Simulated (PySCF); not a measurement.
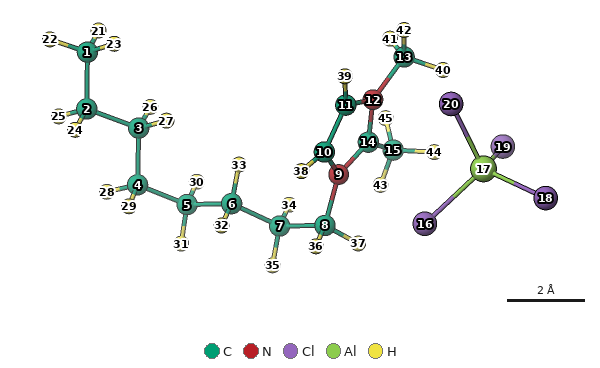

**Figure 1.** The structure (ball-and-stick view, seen at a tilt; atoms are numbered from 1 in the order of the input). Sticks mark near contacts. Bond lengths as drawn: Al–Cl 2.07 to 2.13 Å, C–C 1.36 to 1.53 Å, C–H 1.07 to 1.09 Å and C–N 1.34 to 1.44 Å.

**C13H25AlCl4N2: NMR shielding calculation**

The run: NMR shielding calculation of C13H25AlCl4N2. Method and program: GIAO KT3/pcSseg-1 NMR shielding, non-relativistic, gas phase (PySCF 2.14.0).

The geometry comes from this level: GFN2-xTB. Figures and captions count atoms from 1; the log counts them from 0 in places.

What the program printed
```
start: PBE on a coarse grid of 37683 points
cycle   1  E = -2701.1836011078  dE =  1.959e+00  |g| = 9.789e-01  |ddm| = 6.077e+00
cycle   2  E = -2700.8946445413  dE =  2.890e-01  |g| = 1.468e+00  |ddm| = 2.587e+00
cycle   3  E = -2701.4340817087  dE = -5.394e-01  |g| = 2.450e-01  |ddm| = 1.580e+00
cycle   4  E = -2701.4470252841  dE = -1.294e-02  |g| = 9.777e-02  |ddm| = 3.305e-01
cycle   5  E = -2701.4491280688  dE = -2.103e-03  |g| = 3.728e-02  |ddm| = 1.251e-01
cycle   6  E = -2701.4494538246  dE = -3.258e-04  |g| = 8.902e-03  |ddm| = 4.062e-02
final grid: 321518 points
cycle   7  E = -2727.6362373502  dE = -6.216e-02  |g| = 2.907e-01  |ddm| = 6.544e-01
cycle   8  E = -2727.6347359863  dE =  1.501e-03  |g| = 2.211e-01  |ddm| = 3.553e-01
cycle   9  E = -2727.6406172280  dE = -5.881e-03  |g| = 1.041e-01  |ddm| = 2.459e-01
cycle  10  E = -2727.6428399693  dE = -2.223e-03  |g| = 2.089e-02  |ddm| = 8.371e-02
cycle  11  E = -2727.6429352986  dE = -9.533e-05  |g| = 8.266e-03  |ddm| = 2.565e-02
cycle  12  E = -2727.6429472682  dE = -1.197e-05  |g| = 2.176e-03  |ddm| = 8.888e-03
cycle  13  E = -2727.6429504656  dE = -3.197e-06  |g| = 7.318e-04  |ddm| = 2.215e-03
cycle  14  E = -2727.6429522186  dE = -1.753e-06  |g| = 2.282e-04  |ddm| = 9.162e-04
cycle  15  E = -2727.6429500306  dE =  2.188e-06  |g| = 9.730e-05  |ddm| = 3.043e-04
converged SCF energy = -2727.6429500306

GIAO shielding tensors (ppm)
atom      isotropic    diamagn.    paramagn.     s11        s22        s33       span
  0 C      166.529     246.016     -79.487    154.831    159.592    185.165     30.334
  1 C      153.827     248.591     -94.764    140.683    152.319    168.480     27.797
  2 C      147.192     253.092    -105.900    126.037    148.837    166.702     40.665
  3 C      148.761     253.427    -104.666    135.092    146.866    164.324     29.232
  4 C      148.844     252.595    -103.751    136.643    145.285    164.603     27.959
  5 C      152.964     259.090    -106.126    129.820    161.930    167.142     37.322
  6 C      148.194     256.499    -108.305    135.610    145.955    163.016     27.406
  7 C      131.391     254.241    -122.850    106.504    132.985    154.684     48.179
  8 N       62.833     342.476    -279.643    -31.326     44.754    175.071    206.397
  9 C       66.453     261.109    -194.655      0.975     66.786    131.598    130.624
 10 C       64.218     264.005    -199.786     -1.543     61.974    132.224    133.767
 11 N       74.087     349.280    -275.193    -24.114     69.773    176.602    200.716
 12 C      147.515     243.725     -96.210    127.608    135.833    179.105     51.497
 13 C       48.778     266.456    -217.678     13.559     15.412    117.364    103.805
 14 C      171.315     252.927     -81.613    152.848    178.071    183.025     30.177
 15 Cl     924.300    1153.427    -229.127    864.792    888.290   1019.816    155.024
 16 Al     466.045     793.198    -327.152    446.728    455.346    496.062     49.333
 17 Cl     933.350    1144.975    -211.624    874.121    886.323   1039.607    165.487
 18 Cl     910.001    1150.195    -240.194    855.483    881.459    993.060    137.577
 19 Cl     911.998    1150.802    -238.803    852.295    885.764    997.937    145.642
 20 H       30.885      31.088      -0.203     27.344     29.237     36.073      8.729
 21 H       30.421      23.934       6.487     25.790     27.595     37.878     12.088
 22 H       30.899      33.105      -2.206     26.723     30.119     35.854      9.131
 23 H       30.399      31.085      -0.686     25.989     30.481     34.727      8.738
 24 H       30.412      29.131       1.281     25.474     30.381     35.380      9.905
 25 H       30.999      38.988      -7.989     27.166     32.412     33.420      6.255
 26 H       30.447      41.467     -11.020     24.486     31.408     35.449     10.963
 27 H       30.112      32.533      -2.421     24.502     30.182     35.651     11.149
 28 H       30.403      35.468      -5.065     26.431     30.771     34.006      7.576
 29 H       30.687      38.192      -7.505     26.348     31.448     34.265      7.918
 30 H       30.040      33.795      -3.755     24.329     30.821     34.970     10.640
 31 H       30.856      39.960      -9.103     26.267     32.270     34.032      7.765
 32 H       30.242      45.336     -15.094     22.294     31.074     37.359     15.065
 33 H       30.291      40.776     -10.485     24.633     32.612     33.628      8.995
 34 H       30.040      34.893      -4.853     24.861     29.717     35.542     10.681
 35 H       27.942      34.150      -6.208     22.978     29.614     31.233      8.255
 36 H       27.099      31.813      -4.714     22.294     28.765     30.239      7.945
 37 H       25.125      39.262     -14.137     22.343     26.368     26.664      4.320
 38 H       24.672      38.809     -14.138     22.596     24.652     26.766      4.171
 39 H       26.541      25.002       1.539     21.104     26.481     32.037     10.933
 40 H       28.506      32.900      -4.394     23.903     25.991     35.624     11.721
 41 H       27.908      28.357      -0.450     24.017     26.530     33.176      9.159
 42 H       29.378      35.139      -5.762     23.937     29.888     34.308     10.371
 43 H       27.002      25.695       1.307     19.155     24.946     36.904     17.749
 44 H       29.729      35.054      -5.325     25.444     27.160     36.583     11.138
```

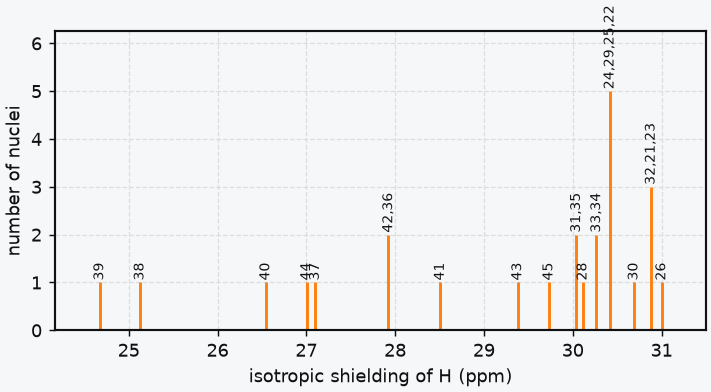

**Figure 2.** Isotropic shieldings of the hydrogen nuclei in this fixed geometry, labelled by atom number; shielding grows to the right, so chemical shift grows to the left. The least shielded is H39 (24.7 ppm), the most shielded H26 (31.0 ppm).

The run was set up as follows.

Input file
```
{"job": {"kind": "nmr", "xc": "KT3", "basis": "pcSseg-1", "pop": false}, "charge": 0, "multiplicity": 1}
C      4.425784     2.284404     1.008562
C      4.417955     0.792639     0.696506
C      3.007122     0.208184     0.729492
C      3.010046    -1.291036     0.434716
C      1.640834    -1.949229     0.604694
C      0.618182    -1.488018    -0.431829
C     -0.712277    -2.219796    -0.265859
C     -1.758269    -1.773085    -1.290980
N     -2.076899    -0.372224    -1.160940
C     -1.548017     0.617719    -1.937530
C     -2.117608     1.786943    -1.551357
N     -2.987652     1.494364    -0.544656
C     -3.863609     2.423466     0.111404
C     -2.954805     0.177619    -0.317829
C     -3.782416    -0.500279     0.696410
Cl    -4.084580    -0.835326    -3.412788
Al    -5.600732     0.643233    -3.240031
Cl    -7.068806     0.413149    -4.686754
Cl    -6.390374     0.418941    -1.270431
Cl    -4.651032     2.533445    -3.277304
H      4.006675     2.470600     1.995515
H      5.441415     2.672463     0.987655
H      3.835736     2.832597     0.277026
H      4.852798     0.626199    -0.291744
H      5.041784     0.268749     1.424269
H      2.570449     0.381763     1.716665
H      2.392445     0.732240    -0.005328
H      3.712879    -1.776857     1.115708
H      3.367536    -1.460748    -0.583558
H      1.260676    -1.734993     1.606143
H      1.760884    -3.031844     0.523168
H      1.013392    -1.674930    -1.432334
H      0.457035    -0.413807    -0.327050
H     -1.091223    -2.053381     0.744509
H     -0.554562    -3.292114    -0.388875
H     -1.385519    -1.927655    -2.303950
H     -2.680252    -2.347123    -1.188343
H     -0.842929     0.414469    -2.715214
H     -1.995297     2.779034    -1.931304
H     -4.895015     2.086935    -0.009581
H     -3.626883     2.490121     1.174239
H     -3.756920     3.398935    -0.354620
H     -3.508416    -1.543449     0.805059
H     -4.829290    -0.436998     0.383471
H     -3.689571    -0.000795     1.659308
```

The first line tells a small driver script what to run in PySCF; the rest is the geometry in Å.

Launch command:
```bash
OMP_NUM_THREADS=2 python <driver script> task.json out
```

Summary

- outcome: converged
- total energy: −2727.642950 hartree
- HOMO: −6.20 eV
- LUMO: −2.05 eV
- dipole moment: 14.56 D
- isotropic shielding, C: 48.8 to 171.3 ppm
- isotropic shielding, N: 62.8 to 74.1 ppm
- isotropic shielding, Cl: 910.0 to 933.4 ppm
- isotropic shielding, Al: 466.0 ppm
- isotropic shielding, H: 24.7 to 31.0 ppm
- hardware: 2 CPU threads, shared host
- wall time: 29 s (CPU time 54 s)
- peak memory: 1.1 GiB
